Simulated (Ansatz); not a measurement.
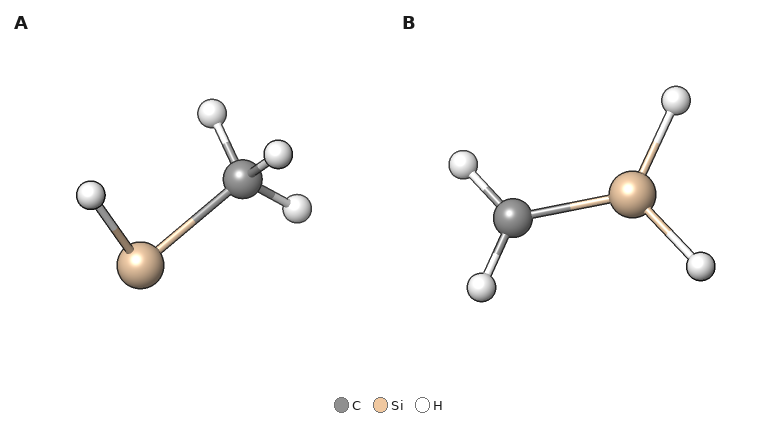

2 stationary structures of one formula. Geometries: PBE-D4/def2-SVP. Electronic energies: PBE-D4/def2-SVP (Ansatz 0.2.0), without zero-point energy. No frequency run is at hand to confirm each as a minimum.

### Which structure is the most stable?

B is lowest (C2v); A lies 0.117 eV above it.
